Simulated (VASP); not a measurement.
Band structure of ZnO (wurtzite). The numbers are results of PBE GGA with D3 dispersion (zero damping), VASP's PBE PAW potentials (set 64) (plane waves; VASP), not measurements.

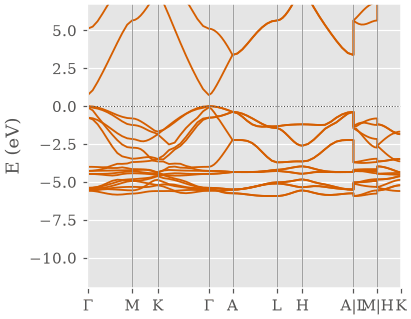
Figure: Bands along high-symmetry lines, zero at the valence-band maximum or, without a gap, the Fermi level

Read the plot: is there a gap, and where are the band edges?

The gap is direct, 0.74 eV, from the valence maximum at Γ to the conduction minimum at Γ. (Edges off the drawn lines would not show.)

Measured: gap 3.60 eV (computed value off by -2.86 eV), as given by Wei Chen et al., Physical Review Materials (2018), doi:10.1103/physrevmaterials.2.073803 [zero-point renormalisation of 0.16 eV added back (the table's ZPR column)].

The compound is ZnO in the wurtzite structure. It was relaxed first.
